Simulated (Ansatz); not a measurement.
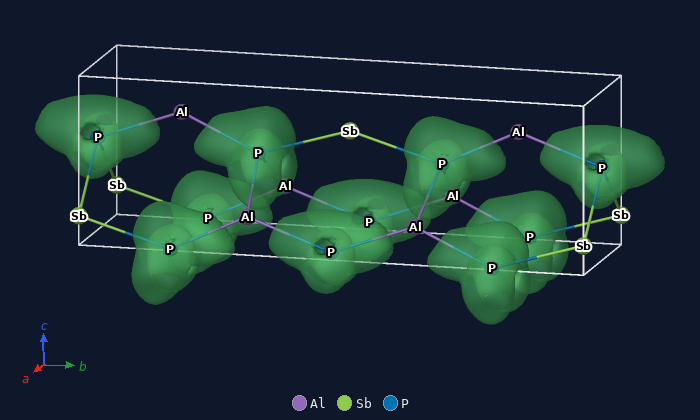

Figure. Al$_{2}$SbP$_{3}$. Isosurface of the electron localisation function at 0.75 (green), seen slightly off an axis. Core shells and regions of very low density are left out. Sticks mark near contacts.

Space group Imm2; a structure from a database of computed crystals, not necessarily the ambient phase; started from the Cu2GeS3-44 prototype, which need not be the ambient phase; changed on purpose from its base cell (shaken).

These are results of DFT, PBEsol, plane waves, PAW (Ansatz), not measurements.

In a PAW calculation such maps are meaningful between the atoms, not at the nuclei.

```
Al Sb P
1.0
     3.87129   -0.00013    0.00034
    -0.00046   14.08807    0.00305
     0.00039    0.00092    4.66942
Al Sb P
4 2 6
Direct
  0.00008 0.66629 0.22572
  0.50008 0.16629 0.72572
  0.99991 0.33361 0.22578
  0.49991 0.83361 0.72578
  0.00000 0.00000 0.17330
  0.50000 0.50000 0.67330
  0.99989 0.81838 0.01006
  0.49989 0.31838 0.51006
  0.00000 0.18158 0.01003
  0.50000 0.68158 0.51003
  0.99997 0.49999 0.04584
  0.49997 0.99999 0.54584
```

Describe the localisation domains.

At this value the surface marks out six regions on P in which the atom's valence shell and bonds are merged, counted in one cell of 12 atoms. Any copies at cell faces, edges or corners count once. Profiles from the grid: Al–P (2.36 Å): the ELF peaks at about 0.95 between the atoms; localised, covalent bonding. Sb–P (2.60 Å): the ELF peaks at about 0.85 in the valence shell of P, 0.9 Å from its nucleus, and is about 0.70 at the midpoint.
